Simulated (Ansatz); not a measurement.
# GeSiH4O (SMILES [SiH3][O][GeH]): BHLYP/def2-SVP

What is the electronic atomisation energy of GeSiH4O at BHLYP/def2-SVP? 

Program for the calculation: Ansatz 0.2.0.

68 further runs of the same task are left out: 68 set aside as unsound or not needed.

### 1 The system as given

The species is GeSiH4O (7 atoms), meant as a singlet with charge 0. As SMILES, `[SiH3][O][GeH]`. Geometry: relaxed at PBE0-D4/def2-TZVP. This is one conformer, not always the lowest.

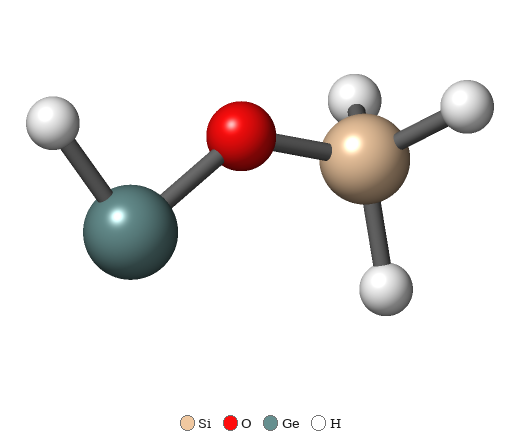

Viewed from a chosen angle; silicon light orange, oxygen red, germanium teal, hydrogen white.

### 2 The energy at BHLYP/def2-SVP

Contents of molecule.yaml:

```yaml
crystal:
  periodic: [false, false, false]
  atoms:
    - symbol: Si
      position_ang: [-0.741700, 0.650900, -0.296500]
    - symbol: O
      position_ang: [0.533500, -0.139300, 0.373700]
    - symbol: Ge
      position_ang: [1.261400, -1.756200, 0.134200]
    - symbol: H
      position_ang: [-1.409200, -0.197600, -1.323800]
    - symbol: H
      position_ang: [-0.260900, 1.901300, -0.937500]
    - symbol: H
      position_ang: [-1.722500, 0.988100, 0.766400]
    - symbol: H
      position_ang: [2.400800, -1.515100, 1.238000]
basis:
  gaussian: {orbitals: def2-SVP}
hamiltonian: {xc: {name: BHLYP}}
accuracy: high
output: {orbitals: {seedname: orbitals}}
```

Started as:

```bash
$ ansatz run molecule.yaml --threads 1 --pin off --max-ram 3480MiB --events-out events.jsonl --progress --plain --runs-dir runs
```

What it wrote:

```text
Warning: RAYON_NUM_THREADS=1 ignored (pool sized by the plan → 1); use --threads N
Functional definition: BHLYP
  name "BHLYP"
  parameter a = 0.5
  exchange = (1 - a)*b88_x + a*exact_x
  correlation = lyp_c
1725 factors; integrals over basis functions are off by at most 5.4e-9 eV
mean field evaluation 1: about -66491.8863 eV, gradient 4.5e1 eV
mean field evaluation 2: about -66484.8043 eV, gradient 7.5e1 eV
mean field evaluation 4: about -66495.5519 eV, gradient 8.3e-1 eV
mean field evaluation 8: about -66495.7743 eV, gradient 6.4e-2 eV
mean field evaluation 16: about -66495.7744 eV, gradient 5.1e-5 eV
mean field -66495.77437063 eV, -2443.6746356658 hartree, gradient 6.8e-8 eV, S^2 0.000000; 0 other end points of the search recorded, 0 dependent functions left out
reference -66495.77439717 eV, -2443.6746366412 hartree; 29, 29 occupied and 55, 55 virtual orbitals, 1725 factors
Total energy: -66495.77439717 eV, -2443.6746366412 hartree
```

It took 7.5 s on 1 thread of AMD EPYC 7R43 (Zen 3), shared host; peak memory 0.28 GiB.

### 3 The Ge atom

Contents of molecule.yaml:

```yaml
crystal:
  periodic: [false, false, false]
  atoms:
    - {symbol: Ge, position_ang: [0.000000, 0.000000, 0.000000]}
basis:
  gaussian:
    orbitals: def2-SVP
total_charge: 0
magnetization:
  spin_polarized: true
  initial_magnetization: 2
hamiltonian:
  xc: {name: BHLYP}
accuracy: high
```

Started as:

```bash
$ ansatz run molecule.yaml --threads 1 --pin off --max-ram 3480MiB --events-out events.jsonl --progress --plain --runs-dir runs
```

What it wrote:

```text
Warning: RAYON_NUM_THREADS=1 ignored (pool sized by the plan → 1); use --threads N
Functional definition: BHLYP
  name "BHLYP"
  parameter a = 0.5
  exchange = (1 - a)*b88_x + a*exact_x
  correlation = lyp_c
315 factors; integrals over basis functions are off by at most 3.9e-9 eV
mean field evaluation 1: about -56508.2738 eV, gradient 3.1e0 eV
mean field evaluation 2: about -56508.3246 eV, gradient 1.7e0 eV
mean field evaluation 4: about -56508.3303 eV, gradient 4.8e-1 eV
mean field evaluation 8: about -56508.3342 eV, gradient 3.3e-3 eV
mean field evaluation 16: about -56508.3342 eV, gradient 2.2e-8 eV
mean field -56508.33419197 eV, -2076.6429788304 hartree, gradient 2.2e-8 eV, S^2 2.003281; 0 other end points of the search recorded, 0 dependent functions left out
reference -56508.33420689 eV, -2076.6429793787 hartree; 17, 15 occupied and 15, 17 virtual orbitals, 315 factors
Total energy: -56508.33420689 eV, -2076.6429793787 hartree
```

Run time: 1.3 s. Hardware: 1 thread of AMD EPYC 7R43 (Zen 3), shared host; peak memory 0.11 GiB.

### 4 The H atom

Contents of job.yaml:

```yaml
crystal:
  periodic: [false, false, false]
  atoms:
    - symbol: H
      position_ang: [0.000000, 0.000000, 0.000000]
basis:
  gaussian:
    orbitals: def2-SVP
magnetization:
  spin_polarized: true
  initial_magnetization: 1
hamiltonian:
  xc: {name: BHLYP}
accuracy: high
```

Started as:

```bash
$ ansatz run job.yaml --threads 1 --pin off --max-ram 3480MiB --events-out events.jsonl --progress --plain --runs-dir runs
```

What it wrote:

```text
Warning: RAYON_NUM_THREADS=1 ignored (pool sized by the plan → 1); use --threads N
Functional definition: BHLYP
  name "BHLYP"
  parameter a = 0.5
  exchange = (1 - a)*b88_x + a*exact_x
  correlation = lyp_c
15 factors; integrals over basis functions are off by at most 8.9e-10 eV
mean field evaluation 1: about -13.5381 eV, gradient 8.2e-1 eV
mean field evaluation 2: about -13.5467 eV, gradient 1.5e-1 eV
mean field evaluation 4: about -13.5469 eV, gradient 9.3e-5 eV
mean field evaluation 8: about -13.5469 eV, gradient 3.4e-11 eV
mean field -13.54689866 eV, -0.4978393432 hartree, gradient 1.0e-10 eV, S^2 0.750000; 0 other end points of the search recorded, 0 dependent functions left out
reference -13.54691167 eV, -0.4978398215 hartree; 1, 0 occupied and 4, 5 virtual orbitals, 15 factors
Total energy: -13.54691167 eV, -0.4978398215 hartree
```

It took 0.14 s on 1 thread of AMD EPYC 7R43 (Zen 3), shared host.

### 5 The O atom

Contents of input.yaml:

```yaml
crystal:
  periodic: [false, false, false]
  atoms:
    - {symbol: O, position_ang: [0.000000, 0.000000, 0.000000]}
basis:
  gaussian: {orbitals: def2-SVP}
magnetization: {spin_polarized: true, initial_magnetization: 2}
hamiltonian: {xc: {name: BHLYP}}
accuracy: high
```

Run the same way, it converges to -74.98239 Eh (log not shown).

### 6 The Si atom, same level

Contents of molecule.yaml:

```yaml
basis:
  gaussian: {orbitals: def2-SVP}
crystal:
  periodic: [false, false, false]
  atoms:
    - {symbol: Si, position_ang: [0.000000, 0.000000, 0.000000]}
magnetization: {spin_polarized: true, initial_magnetization: 2}
hamiltonian: {xc: {name: BHLYP}}
accuracy: high
```

Run the same way, it converges to -289.27962 Eh (log not shown).

### 7 Results

Level: BHLYP/def2-SVP.

| quantity | value |
| --- | --- |
| molecule: total energy | -2443.67464 Eh |
| molecule: HOMO energy | -7.79 eV |
| molecule: LUMO energy | -1.58 eV |
| molecule: HOMO–LUMO gap | 6.21 eV |
| Ge atom: total energy | -2076.64298 Eh |
| Ge atom: ⟨S²⟩ | 2.003 |
| H atom: total energy | -0.49784 Eh |
| H atom: ⟨S²⟩ | 0.750 |
| O atom: total energy | -74.98239 Eh |
| O atom: ⟨S²⟩ | 2.003 |
| Si atom: total energy | -289.27962 Eh |
| Si atom: ⟨S²⟩ | 2.004 |
| electronic atomisation energy | 21.178 eV |

In words: Taking the molecule apart into free atoms costs 21.18 eV (2043 kJ/mol), before zero-point energy and without spin-orbit coupling.
